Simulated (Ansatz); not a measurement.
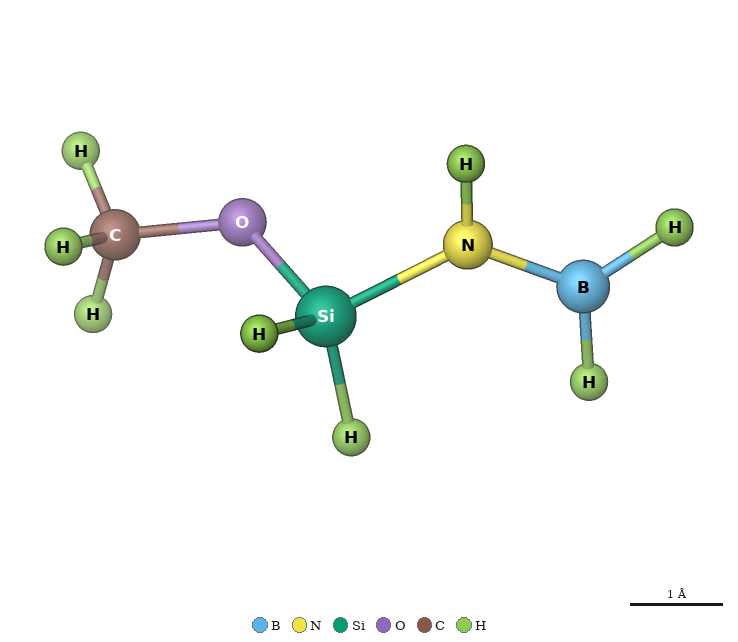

Depth is shown by fading: the farther an atom, the more it takes the colour of the background. The computed structure is the end point of a PBE-D4/def2-SVP optimisation. No frequency run is at hand to confirm it as a minimum. Masses are those of the most abundant isotopes; constants are for the rigid equilibrium geometry.

What kind of rotor is it, and what are its rotational constants in cm⁻¹?

Answer. An asymmetric top (C1): A = 0.441, B = 0.0614, C = 0.0587 cm⁻¹. Ray's parameter κ is −0.99, close to the prolate limit.
